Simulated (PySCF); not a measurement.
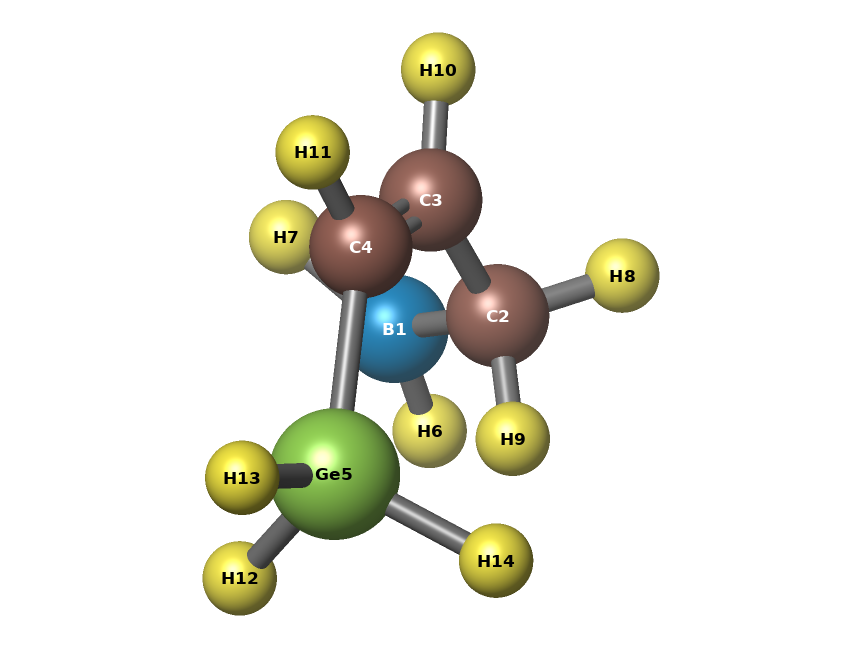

The geometry was computed by an optimisation with GFN2-xTB. No frequency run is at hand to confirm it as a minimum. Level of theory: B3LYP/pcJ-1 (pcSseg-1 on Ge) indirect spin-spin coupling, non-relativistic, gas phase (PySCF 2.14.0). Isotopes: 11B, 13C, 1H.

Give the spin–spin coupling constants of these pairs, with the number of bonds between them: B1/C2, B1/H7, B1/C3, B1/C4, B1/H10.

```tsv
pair	bonds apart	J (Hz)
B1, C2	1	46.1
B1, H7	1	134.6
B1, C3	2	−3.7
B1, C4	3	4.0
B1, H10	3	2.1
```

The geometry is semi-empirical. Around B, Ge such bond lengths and angles can be off by a tenth of an ångström or more and by several degrees, and values that hang on the shape move with them.
